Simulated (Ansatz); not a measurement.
Species, as SMILES: [O+]#[Si-] (O-Si).
Geometry (B3LYP-D3(BJ)/def2-TZVP, fixed):
```xyz
2

Si     0.0000     0.0000    -0.5502
O      0.0000     0.0000     0.9629
```

Basis-set convergence of the dipole moment at PBE0 with Ansatz (a program for electronic structure). Dipoles come from the density behind the forces; the sign is taken along the dipole that this method gives in the largest set. Cartesian d functions, on some or all atoms, in 6-31+G*, 6-311G**; all else is spherical. The program fits the integrals of some runs and decomposes those of others, by size. No added dispersion term, no relativity. Reference: the value in aug-pcseg-3, 3.162 D, itself unsure by roughly 0.005 D (its mean distance from aug-cc-pV(Q+d)Z, def2-QZVPPD). Deviations are taken from unrounded values.

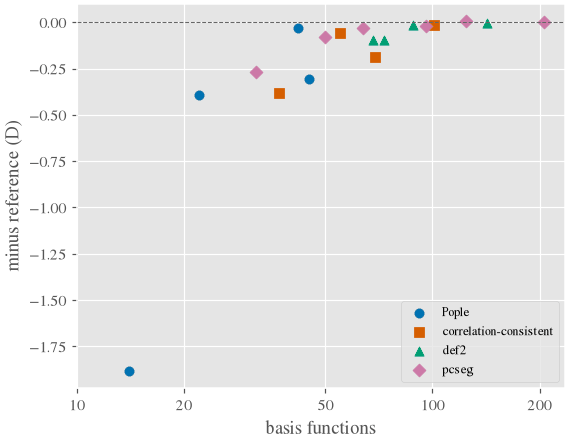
Figure: Deviation from the reference against the number of basis functions, by family of sets.

| basis | functions | dipole moment (D) | minus reference (D) |
|---|---|---|---|
| STO-3G | 14 | 1.282 | -1.880 |
| 6-31G | 22 | 2.768 | -0.395 |
| pcseg-1 | 32 | 2.894 | -0.268 |
| cc-pV(D+d)Z | 37 | 2.780 | -0.382 |
| 6-31+G* | 42 | 3.132 | -0.030 |
| 6-311G** | 45 | 2.853 | -0.309 |
| aug-pcseg-1 | 50 | 3.084 | -0.078 |
| aug-cc-pV(D+d)Z | 55 | 3.103 | -0.059 |
| pcseg-2 | 64 | 3.131 | -0.031 |
| def2-TZVP | 68 | 3.067 | -0.095 |
| cc-pV(T+d)Z | 69 | 2.973 | -0.189 |
| def2-TZVPP | 73 | 3.066 | -0.096 |
| def2-TZVPPD | 88 | 3.147 | -0.015 |
| aug-pcseg-2 | 96 | 3.143 | -0.019 |
| aug-cc-pV(T+d)Z | 101 | 3.148 | -0.015 |
| pcseg-3 | 124 | 3.168 | 0.006 |
| def2-QZVPPD | 142 | 3.157 | -0.005 |
| pcseg-4 | 206 | 3.165 | 0.002 |
